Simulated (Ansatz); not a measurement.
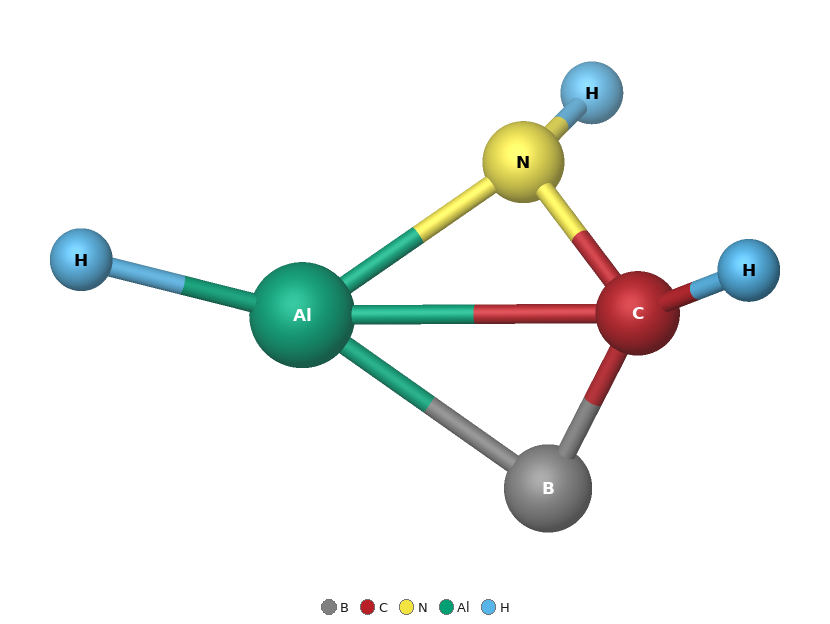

The picture shows the input geometry.

Input file:

```yaml
crystal:
  periodic: [false, false, false]
  atoms:
    - {symbol: B, position_ang: [-0.498147, -0.809417, -1.179231]}
    - {symbol: C, position_ang: [-0.017320, -1.070491, 0.153877]}
    - {symbol: N, position_ang: [0.759429, 0.142622, 0.333716]}
    - {symbol: Al, position_ang: [-0.626396, 1.048901, -0.414390]}
    - {symbol: H, position_ang: [-0.081691, -1.808158, 0.945972]}
    - {symbol: H, position_ang: [1.761171, 0.071313, 0.221865]}
    - {symbol: H, position_ang: [-1.297045, 2.425231, -0.061808]}
basis:
  gaussian: {orbitals: def2-TZVPP}
hamiltonian: {xc: r2scan, dispersion: d4}
```

Command:

```sh
ansatz run in.yaml --threads 2 --pin off --events-out ev --progress --plain --max-ram 4352MiB
```

What the program printed:

```
Functional definition: r2SCAN
  name "r2SCAN"
  cite "Furness, Kaplan, Ning, Perdew & Sun, J. Phys. Chem. Lett. 11, 8208 (2020) doi:10.1021/acs.jpclett.0c02405"
  cite "Furness, Kaplan, Ning, Perdew & Sun, J. Phys. Chem. Lett. 11, 9248 (2020) doi:10.1021/acs.jpclett.0c03077"
  parent r2scan
  parameter k0 = 0.174
  parameter k1 = 0.065
  parameter a1 = 4.9479
  exchange = r2scan_x(k0 = k0, k1 = k1, a1 = a1)
  correlation = r2scan_c
950 factors; their error is unknown
mean field evaluation 1: about -9830.8001 eV, gradient 7.7e1 eV
mean field evaluation 2: about -9737.1725 eV, gradient 1.8e2 eV
mean field evaluation 4: about -9840.4504 eV, gradient 3.9e1 eV
mean field evaluation 8: about -9844.6721 eV, gradient 4.2e-1 eV
mean field evaluation 16: about -9844.6640 eV, gradient 3.4e-4 eV
mean field -9844.66404413 eV, -361.7847306689 hartree, gradient 2.1e-5 eV, S^2 0.000000; 0 other end points of the search recorded, 0 dependent functions left out
reference -9844.66405655 eV, -361.7847311252 hartree; 17, 17 occupied and 160, 160 virtual orbitals, 950 factors
Total energy: -9844.69538712 eV, -361.7858825025 hartree
```
